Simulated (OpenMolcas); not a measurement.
**Excited-state calculation of GeH4O2 (part 4 of 4)**

GeH4O2, SMILES [OH][GeH2][OH]; CASPT2/ANO-RCC-VDZP, DKH2 (OpenMolcas 26.06). The geometry comes from this level: PBE0-D4/def2-TZVP.

Geometry of the input (Å):
```
O  -1.4913  -0.4160  -0.1739
Ge 0.0235  0.3770  0.3053
O  1.3474  -0.7989  0.4006
H  -1.6349  -0.4187  -1.1221
H  0.3634  1.4605  -0.7391
H  -0.1725  0.8631  1.7373
H  1.6256  -1.1352  -0.4538
```

The program's output, continued
```
  STATE IRREP:                1
  SPIN MULTIPLICITY:          1
  ACTIVE ELECTRONS:           2
  MAX RAS1 HOLES:             0
  MAX RAS3 ELECTRONS:         0
  NR OF CONFIG:               3
 ###############################################################################
 ###    WARNING: EJOB used when HEFF is available, possible                  ###
 ###    extra interaction between states is ignored!                         ###
 ###############################################################################

   The following data are common to all the states:
   ------------------------------------------------
   (note: frozen counts as inactive, deleted as secondary)

      Nr of irreps: 1

                 Total     No./Irrep
      Irrep                  1
                             a

      INACTIVE      25      25
      ACTIVE         2       2
      SECONDARY     48      48
      BASIS         75      75

      RAS1           0       0
      RAS2           2       2
      RAS3           0       0

        MATRIX ELEMENTS WILL BE COMPUTED FOR THE FOLLOWING ONE-ELECTRON OPERATORS, UNLESS ZERO BY SYMMETRY.
   (Herm=Hermitian, Anti=Antihermitian, Sing=Singlet operator, Trip=Triplet operator)
     MLTPL  0   1 (HERMSING)     MLTPL  1   1 (HERMSING)     MLTPL  1   2 (HERMSING)
     MLTPL  1   3 (HERMSING)     MLTPL  2   1 (HERMSING)     MLTPL  2   2 (HERMSING)
     MLTPL  2   3 (HERMSING)     MLTPL  2   4 (HERMSING)     MLTPL  2   5 (HERMSING)
     MLTPL  2   6 (HERMSING)     VELOCITY   1 (ANTISING)     VELOCITY   2 (ANTISING)
     VELOCITY   3 (ANTISING)     ANGMOM     1 (ANTISING)     ANGMOM     2 (ANTISING)
     ANGMOM     3 (ANTISING)     MLTPV  2   1 (ANTISING)     MLTPV  2   2 (ANTISING)
     MLTPV  2   3 (ANTISING)     MLTPV  2   4 (ANTISING)     MLTPV  2   5 (ANTISING)
     MLTPV  2   6 (ANTISING)

       EIGENSTATES OF A SPIN-FREE HAMILTONIAN WILL BE COMPUTED BASED ON:

  a Hamiltonian matrix assumed to be diagonal with energies read from the wavefunction file(s).

  Nr of states:                    3

   State:        1   2   3
  JobIph:        1   1   1
 Root nr:        1   2   3

  HAMILTONIAN MATRIX FOR THE ORIGINAL STATES:

  Diagonal, with energies
  -2249.76552336  -2249.47665725  -2249.09389683

      OVERLAP MATRIX FOR THE ORIGINAL STATES:

  Diagonal, with elements
      1.00000000      1.00000000      1.00000000

::    RASSI State    1     Total energy:   -2249.76552335956603
::    RASSI State    2     Total energy:   -2249.47665724722810
::    RASSI State    3     Total energy:   -2249.09389682849178

      ****************************************************************************************************
      *                                         Spin-free section                                        *
      *                 Note: index according to input order, order according to energy.                 *
      ****************************************************************************************************

  SPIN-FREE ENERGIES:
  (Shifted by EMIN (a.u.) =      -2249.7655233596)

 SF State       Relative EMIN(au)   Rel lowest level(eV)    D:o, cm**(-1)

     1             0.0000000000        0.0000000000              0.0000
     2             0.2888661123        7.8604473562          63398.7835
     3             0.6716265311       18.2758889501         147404.9853

++ Dipole transition strengths (spin-free states):
   -----------------------------------------------
     for osc. strength at least  1.00000000E-05

      From   To        Osc. strength     Einstein coefficients Ax, Ay, Az (sec-1)    Total A (sec-1)
     -----------------------------------------------------------------------------------------------
         1    2       9.37748153E-02  4.93003343E+06  2.46218803E+08  2.65647613E+05  2.51414484E+08
         1    3       3.54682502E-04  5.19724327E+04  7.02669856E+04  5.01827207E+06  5.14051149E+06
         2    3       1.31865390E-01  1.20570966E+07  6.07769293E+08  8.93624844E+05  6.20720015E+08
     -----------------------------------------------------------------------------------------------
--

++ Velocity transition strengths (spin-free states):
   -------------------------------------------------
     for osc. strength at least  1.00000000E-05

      From   To        Osc. strength     Einstein coefficients Ax, Ay, Az (sec-1)    Total A (sec-1)
     -----------------------------------------------------------------------------------------------
         1    2       1.10045634E-01  7.21223089E+06  2.87824379E+08  6.68963502E+02  2.95037279E+08
         2    3       7.82865493E-02  9.00834071E+06  3.59503198E+08  8.35559932E+02  3.68512374E+08
     -----------------------------------------------------------------------------------------------
--

++ Length and velocity gauge comparison (spin-free states):
   --------------------------------------------------------

 --------------------------------------------------
 A comparison between the dipole oscillator strengths in
 length and velocity gauge will be performed

     All dipole oscillator differences above the tolerance of   1.00000000E-01  will be printed

 Due to basis set deficiency these oscillator may be problematic

 The tolerance is defined as ABS(1-O_l/O_v)
 O_l : dipole oscillator strength in length gauge
 O_p : dipole oscillator strength in velocity gauge
 --------------------------------------------------

  Problematic transitions have been found

      From   To       Difference (%) Osc. st. (len.) Osc. st. (vel.)
     ---------------------------------------------------------------
         1    2            14.785520  9.37748153E-02  1.10045634E-01
         1    3      ---------------  3.54682502E-04 below threshold
         2    3            68.439395  1.31865390E-01  7.82865493E-02
     ---------------------------------------------------------------

 Number of problematic transitions =                     3

--

 Electric-dipole - electric-octupole not included
 Electric-dipole - magnetic-quadrupole not included

      ****************************************************************************************************
      *                                    Special properties section                                    *
      ****************************************************************************************************

--- Stop Module: rassi /rc=_RC_ALL_IS_WELL_ ---

.##################.
.# Happy landing! #.
.##################.

    Timing: Wall=12.44 User=10.70 System=1.62
```

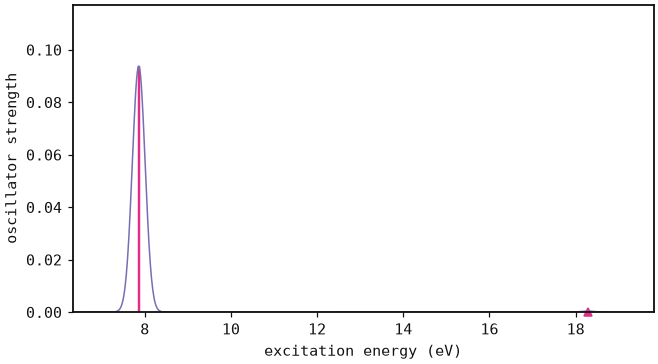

**Figure 1.** Computed excitations as sticks (degenerate states added up, dark ones marked on the axis), with a Gaussian envelope of 0.35 eV full width at half maximum, scaled to the tallest. Of the 2 states the lowest lies at 7.86 eV (f = 0.094); the strongest line is at 7.86 eV, or 158 nm (f = 0.094).
